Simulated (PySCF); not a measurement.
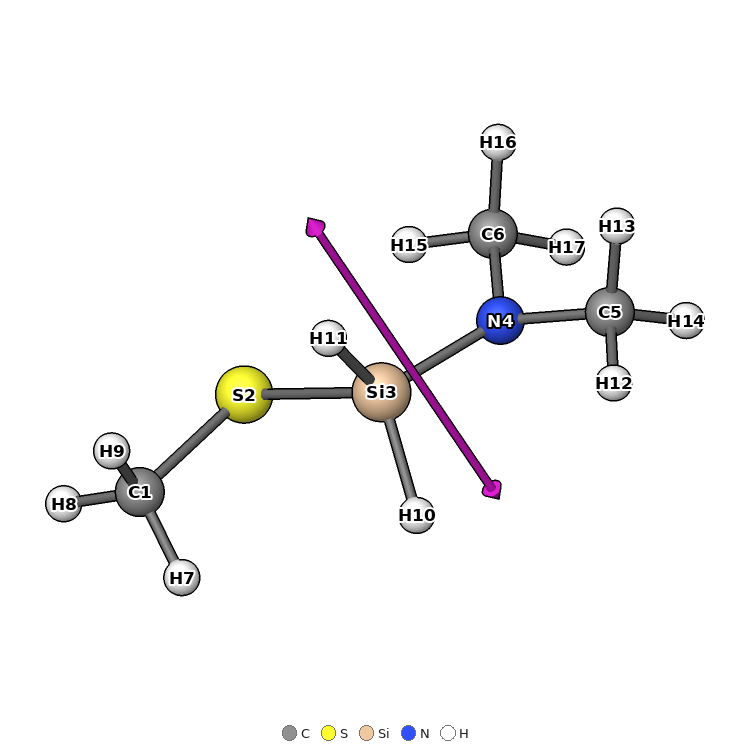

The double arrow shows the direction of the transition dipole to excited singlet state 5 (its length means nothing). The computed structure is the end point of a GFN2-xTB optimisation. No frequency run is at hand to confirm it as a minimum. Properties computed with TDDFT PBE0/def2-SVPD, vertical, gas phase, core orbitals frozen in the response (PySCF 2.14.0).

> Give its energy, strength and character.

6.26 eV (198 nm), oscillator strength 0.020, mainly HOMO → LUMO+2 (weight 0.80); transition dipole 0.92 D.

The geometry is semi-empirical. Around Si such bond lengths and angles can be off by a tenth of an ångström or more and by several degrees, and values that hang on the shape move with them.
